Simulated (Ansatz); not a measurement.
# UBHLYP/STO-3G run of SiHClF (SMILES F[SiH]Cl)

What is the electronic atomisation energy of SiHClF at UBHLYP/STO-3G? 

The results are computed with Ansatz 0.2.0.

76 further runs of the same task are left out: 16 that didn't finish, 60 set aside as unsound or not needed.

## (1) The system as given

SiHClF has 4 atoms, charge 0, and is taken as a doublet. SMILES: `F[SiH]Cl`. Geometry: relaxed at GFN2-xTB.

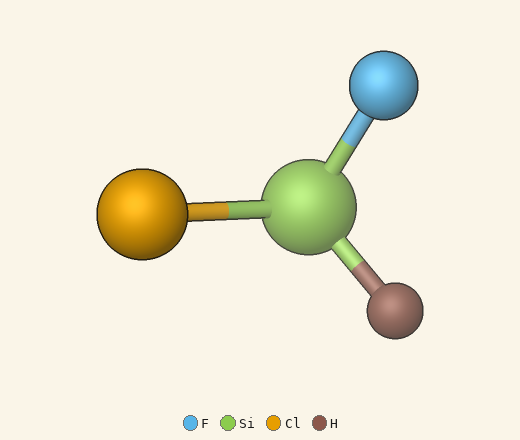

Viewed from a chosen angle; fluorine blue, silicon green, chlorine amber, hydrogen brown.

## (2) A single-point energy at UBHLYP/STO-3G

Contents of run.yaml:

```yaml
crystal:
  periodic: [false, false, false]
  atoms:
    - symbol: F
      position_ang: [-0.992950, -0.342310, 1.062500]
    - symbol: Si
      position_ang: [-0.204890, -0.223210, -0.347440]
    - symbol: Cl
      position_ang: [1.732630, -0.546640, 0.075470]
    - symbol: H
      position_ang: [-0.534790, 1.112160, -0.790530]
basis:
  gaussian:
    orbitals: STO-3G
accuracy: high
hamiltonian:
  xc: {name: BHLYP}
magnetization:
  spin_polarized: true
  initial_magnetization: 1
```

Launch:

```
$ ansatz run run.yaml --threads 1 --pin off --max-ram 2610MiB --events-out events.jsonl --progress --plain --runs-dir runs
```

What it wrote:

```text
Warning: RAYON_NUM_THREADS=1 ignored (pool sized by the plan → 1); use --threads N
Functional definition: BHLYP
  name "BHLYP"
  parameter a = 0.5
  exchange = (1 - a)*b88_x + a*exact_x
  correlation = lyp_c
435 factors; integrals over basis functions are off by at most 2.6e-8 eV
mean field evaluation 1: about -22864.2351 eV, gradient 1.4e1 eV
mean field evaluation 2: about -22865.1617 eV, gradient 1.2e1 eV
mean field evaluation 4: about -22866.2159 eV, gradient 3.3e-1 eV
mean field evaluation 8: about -22866.2386 eV, gradient 4.4e-3 eV
mean field evaluation 16: about -22866.2386 eV, gradient 6.7e-7 eV
mean field -22866.23856553 eV, -840.3187679902 hartree, gradient 3.0e-8 eV, S^2 0.752163; 0 other end points of the search recorded, 0 dependent functions left out
reference -22866.23858224 eV, -840.3187686040 hartree; 21, 20 occupied and 3, 4 virtual orbitals, 435 factors
Total energy: -22866.23858224 eV, -840.3187686040 hartree
```

Run time: 2.1 s. Hardware: 1 thread of Arm Neoverse V1, shared host; peak memory 0.14 GiB.

## (3) The Cl atom

Contents of in.yaml:

```yaml
crystal:
  periodic: [false, false, false]
  atoms:
    - symbol: Cl
      position_ang: [0.000000, 0.000000, 0.000000]
basis:
  gaussian: {orbitals: STO-3G}
magnetization: {spin_polarized: true, initial_magnetization: 1}
hamiltonian: {xc: {name: BHLYP}}
accuracy: high
```

Run the same way, it converges to -455.14939 Eh (log not shown).

## (4) The F atom at the same level

Contents of run.yaml:

```yaml
crystal:
  periodic: [false, false, false]
  atoms:
    - {symbol: F, position_ang: [0.000000, 0.000000, 0.000000]}
basis:
  gaussian:
    orbitals: STO-3G
magnetization:
  spin_polarized: true
  initial_magnetization: 1
hamiltonian:
  xc: {name: BHLYP}
accuracy: high
```

Run the same way, it converges to -98.27228 Eh (log not shown).

## (5) The H atom at the same level

Contents of input.yaml:

```yaml
crystal:
  periodic: [false, false, false]
  atoms:
    - {symbol: H, position_ang: [0.000000, 0.000000, 0.000000]}
basis:
  gaussian:
    orbitals: STO-3G
accuracy: high
hamiltonian:
  xc: {name: BHLYP}
magnetization:
  spin_polarized: true
  initial_magnetization: 1
```

Launch:

```
$ ansatz run input.yaml --threads 1 --pin off --max-ram 2610MiB --events-out events.jsonl --progress --plain --runs-dir runs
```

What it wrote:

```text
Warning: RAYON_NUM_THREADS=1 ignored (pool sized by the plan → 1); use --threads N
Functional definition: BHLYP
  name "BHLYP"
  parameter a = 0.5
  exchange = (1 - a)*b88_x + a*exact_x
  correlation = lyp_c
1 factors; integrals over basis functions are off by at most 4.6e-10 eV
mean field evaluation 1: about -12.6441 eV, gradient 0.0e0 eV
mean field evaluation 2: about -12.6441 eV, gradient 0.0e0 eV
mean field -12.64407579 eV, -0.4646612147 hartree, gradient 0.0e0 eV, S^2 0.750000; 0 other end points of the search recorded, 0 dependent functions left out
reference -12.64408485 eV, -0.4646615477 hartree; 1, 0 occupied and 0, 1 virtual orbitals, 1 factors
Total energy: -12.64408485 eV, -0.4646615477 hartree
```

It took 0.08 s on 1 thread of Arm Neoverse V1, shared host.

## (6) The Si atom, same level

Contents of molecule.yaml:

```yaml
crystal:
  periodic: [false, false, false]
  atoms:
    - symbol: Si
      position_ang: [0.000000, 0.000000, 0.000000]
basis:
  gaussian: {orbitals: STO-3G}
magnetization: {spin_polarized: true, initial_magnetization: 2}
hamiltonian: {xc: {name: BHLYP}}
accuracy: high
```

Run the same way, it converges to -285.95554 Eh (log not shown).

## (7) Outcome

Level: UBHLYP/STO-3G.

```
                     quantity          value
       molecule: total energy  -840.31877 Eh
               molecule: ⟨S²⟩          0.752
        Cl atom: total energy  -455.14939 Eh
                Cl atom: ⟨S²⟩          0.750
         F atom: total energy   -98.27228 Eh
                 F atom: ⟨S²⟩          0.750
         H atom: total energy    -0.46466 Eh
                 H atom: ⟨S²⟩          0.750
        Si atom: total energy  -285.95554 Eh
                Si atom: ⟨S²⟩          2.000
electronic atomisation energy      12.977 eV
```

**Reading.** Taking the molecule apart into free atoms costs 12.98 eV (299 kcal/mol), before zero-point energy and without spin-orbit coupling. In a minimal basis such a difference can be off by several eV, whatever the method.
